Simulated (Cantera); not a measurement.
Charge: 1 mol Si₃N₄, 0.089 mol H₂, at 1.00 Torr.

These are equilibrium values from Cantera (NASA tables, ideal gas, pure condensed phases), not measurements of a reactor. Candidate condensed phases: Si, Si₃N₄; 18 gas species. The tables' values for SiN are old estimates; treat these amounts as uncertain. Rates play no part.

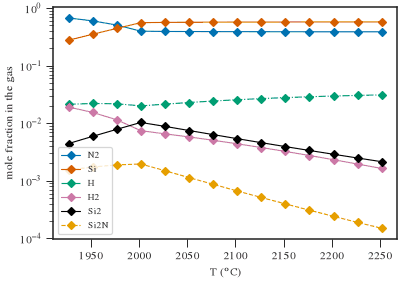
Fig. 1. Equilibrium gas composition (values under 1e-9 drawn at 1e-9)

From 1927 °C to 2002 °C the condensed part is Si(l). From 2027 °C to 2252 °C nothing is condensed. The main Si-bearing gas is Si throughout.
